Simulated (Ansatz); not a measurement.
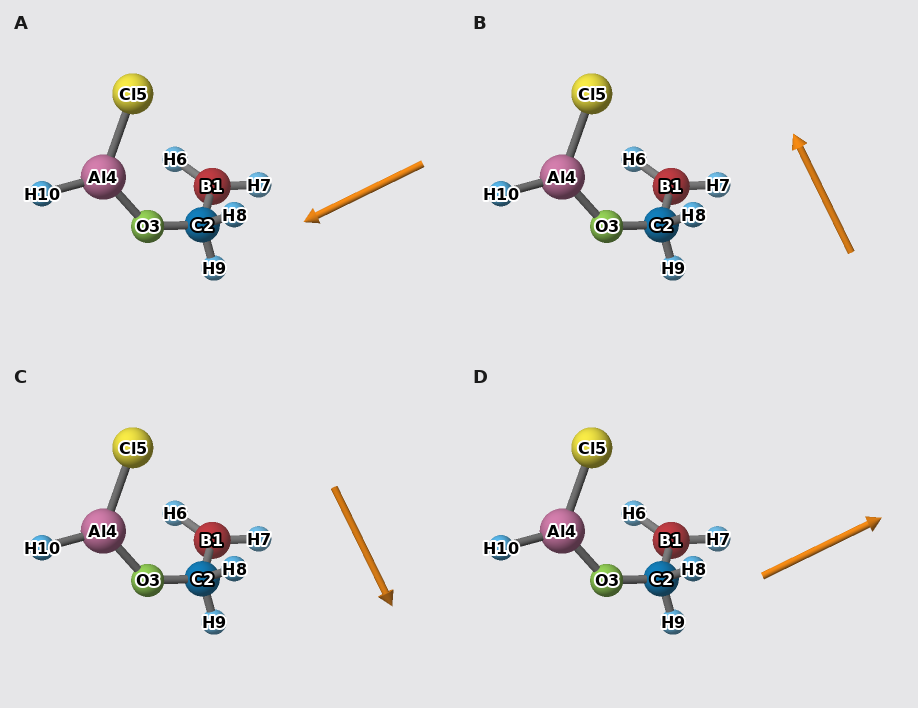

The same molecule four times, each with an arrow. Computed geometry: PBE0-D4/def2-TZVP optimisation. No frequency run is at hand to confirm it as a minimum. Method: RKS r2SCAN-D4/def2-TZVPP (Ansatz 0.2.0).

Which arrow points along the dipole moment, from the negative to the positive end?

Answer. C. The dipole moment is 1.19 D; it points from the side of Cl5 to the side of H9 (the outermost atoms at the two ends).
